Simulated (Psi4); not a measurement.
# wB97M-V/pcseg-1 (sweep point 2) run of BClF2 (chlorodifluoroborane)

Aim: the vertical singlet–triplet gap of BClF2 (chlorodifluoroborane) at wB97M-V/pcseg-1 (sweep point 2), from 2 runs. The job is set up through a Python script.

The results are computed with Psi4 1.11.

## Step 1: The structure to begin with

BClF2: 4 atoms, total charge 0, spin state singlet. SMILES: `FB(F)Cl`. The shape is that of a PBE0-D4/def2-TZVP optimisation.

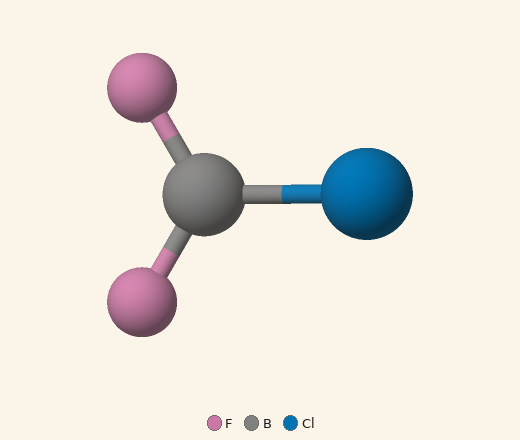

The structure, seen from a chosen angle (fluorine pink, boron grey, chlorine blue).

## Step 2: The energy at wB97M-V/pcseg-1 (sweep point 2)

The input, calc.py:

```python
import psi4

psi4.set_memory('1600 MB')
psi4.set_num_threads(1)
psi4.core.set_output_file('run.log', False)

geom = psi4.geometry("""
0 1
F     -0.173700    -1.254300    -0.546300
B     -0.067100    -0.041300    -0.062000
F     -1.011600     0.830100    -0.317700
Cl     1.307900     0.405300     0.905700
symmetry c1
""")

options = {'puream': True, 'scf_type': 'pk', 'dft_radial_points': 99, 'dft_spherical_points': 590}
psi4.set_options(options)

result, w = psi4.energy('wb97m-v/pcseg-1', molecule=geom, return_wfn=True)
print(f'total energy {result:.8f} hartree = {result * 27.211386:.5f} eV')
```

Started as:

```bash
$ python calc.py
```

run.log:

```text
[...]
  Running in c1 symmetry.
[...]
  Nuclear repulsion =  142.136300753478139
[...]
  Multiplicity = 1
[...]
  Nalpha       = 20
  Nbeta        = 20
[...]
    Number of basis functions: 60
[...]
   @RKS iter   1:  -684.68295599497083   -4.45766e-01   7.37141e-03 ADIIS/DIIS
[...]
   @RKS iter   8:  -684.75016852841281   -8.33813e-09   2.43769e-07 DIIS
[...]
    Orbital Energies [Eh]
    ---------------------
    Doubly Occupied:
       1A   -101.870124     2A    -24.940640     3A    -24.940593
       4A     -9.658978     5A     -7.369480     6A     -7.363637
       7A     -7.362165     8A     -7.079261     9A     -1.413940
      10A     -1.385469    11A     -0.989902    12A     -0.729308
      13A     -0.685895    14A     -0.648441    15A     -0.643349
      16A     -0.579643    17A     -0.567663    18A     -0.532911
      19A     -0.464578    20A     -0.451453
[...]
  @RKS Final Energy:  -684.75016852841281
   => Energetics <=
    Nuclear Repulsion Energy =            142.1363007534781389
    One-Electron Energy =               -1229.2806305081344362
    Two-Electron Energy =                 442.3999870641686698
    DFT Exchange-Correlation Energy =     -40.1722631502884298
    Empirical Dispersion Energy =           0.0000000000000000
    VV10 Nonlocal Energy =                  0.1664373123633294
    Total Energy =                       -684.7501685284128143
[...]
 Multipole Moments:
 ------------------------------------------------------------------------------------
     Multipole            Electronic (a.u.)      Nuclear  (a.u.)        Total (a.u.)
 ------------------------------------------------------------------------------------
 L = 1.  Multiply by 2.5417464519 to convert [e a0] to [Debye]
 Dipole X            :         -0.9885750            0.9901965            0.0016215
 Dipole Y            :         -0.3207611            0.3216348            0.0008737
 Dipole Z            :         -0.6955490            0.6969061            0.0013571
 Magnitude           :                                                    0.0022879
[...]
```

The script printed:

```text
total energy -684.75016853 hartree = -18633.00115 eV
```

Wall time 28 s (1 thread of AMD EPYC 7R43 (Zen 3), shared host); peak memory 1.1 GiB.

## Step 3: The triplet

The input, job.py:

```python
import psi4

psi4.set_memory('1600 MB')
psi4.set_num_threads(1)
psi4.set_output_file('psi4.out', False)

geom = psi4.geometry("""
0 3
F     -0.173700    -1.254300    -0.546300
B     -0.067100    -0.041300    -0.062000
F     -1.011600     0.830100    -0.317700
Cl     1.307900     0.405300     0.905700
symmetry c1
""")

psi4.set_options({
    'basis': 'pcseg-1',
    'reference': 'uks',
    'puream': True,
    'scf_type': 'pk',
    'dft_radial_points': 99,
    'dft_spherical_points': 590,
    'maxiter': 150,
})

result, w = psi4.energy("WB97M-V", return_wfn=True)
print('E =', round(result, 9))
```

Started as:

```bash
$ python job.py
```

psi4.out:

```text
[...]
  Running in c1 symmetry.
[...]
  Nuclear repulsion =  142.136300753478139
[...]
  Multiplicity = 3
[...]
  Nalpha       = 21
  Nbeta        = 19
[...]
    Number of basis functions: 60
[...]
   @UKS iter   1:  -684.33146458087617   -9.42748e-02   8.45251e-03 ADIIS/DIIS
[...]
   @UKS iter  11:  -684.43443959967124   -1.09654e-07   6.42897e-07 DIIS
[...]
   @S^2 Observed:                2.003827659E+00
[...]
    Orbital Energies [Eh]
    ---------------------
    Alpha Occupied:
       1A   -102.005476     2A    -24.885002     3A    -24.884984
       4A     -9.787586     5A     -7.509967     6A     -7.492251
       7A     -7.487269     8A     -6.956023     9A     -1.358441
      10A     -1.332215    11A     -1.090196    12A     -0.698763
      13A     -0.647898    14A     -0.646450    15A     -0.604746
      16A     -0.580397    17A     -0.547031    18A     -0.540892
      19A     -0.538148    20A     -0.515513    21A     -0.144522
    Alpha Virtual:
      22A      0.119197    23A      0.222962    24A      0.229866
      25A      0.265223    26A      0.322292    27A      0.387720
[...]
  @UKS Final Energy:  -684.43443959967124
   => Energetics <=
    Nuclear Repulsion Energy =            142.1363007534781389
    One-Electron Energy =               -1228.5499605645059091
    Two-Electron Energy =                 441.9732125657250208
    DFT Exchange-Correlation Energy =     -40.1600705177627049
    Empirical Dispersion Energy =           0.0000000000000000
    VV10 Nonlocal Energy =                  0.1660781633943530
    Total Energy =                       -684.4344395996712365
[...]
 Multipole Moments:
 ------------------------------------------------------------------------------------
     Multipole            Electronic (a.u.)      Nuclear  (a.u.)        Total (a.u.)
 ------------------------------------------------------------------------------------
 L = 1.  Multiply by 2.5417464519 to convert [e a0] to [Debye]
 Dipole X            :          0.3570378            0.9901965            1.3472343
 Dipole Y            :          0.1162327            0.3216348            0.4378675
 Dipole Z            :          0.2510262            0.6969061            0.9479324
 Magnitude           :                                                    1.7045069
[...]
```

The script printed:

```text
E = -684.4344396
```

It took 44 s on 1 thread of AMD EPYC 7R43 (Zen 3), shared host; peak memory 1.1 GiB.

## Step 4: Summary of results

Level: wB97M-V/pcseg-1 (sweep point 2).

| quantity | value |
| --- | --- |
| singlet: total energy | -684.75017 Eh |
| singlet: dipole moment | 0.01 D |
| singlet: HOMO energy | -12.28 eV |
| singlet: LUMO energy | 1.97 eV |
| singlet: HOMO–LUMO gap | 14.25 eV |
| triplet: total energy | -684.43444 Eh |
| triplet: dipole moment | 4.33 D |
| triplet: HOMO energy (highest over α and β) | -3.93 eV |
| triplet: ⟨S²⟩ | 2.004 |
| vertical energy of the triplet above the singlet | 8.591 eV |

What this shows: At this shape the triplet lies 8.59 eV (198 kcal/mol) above the singlet.
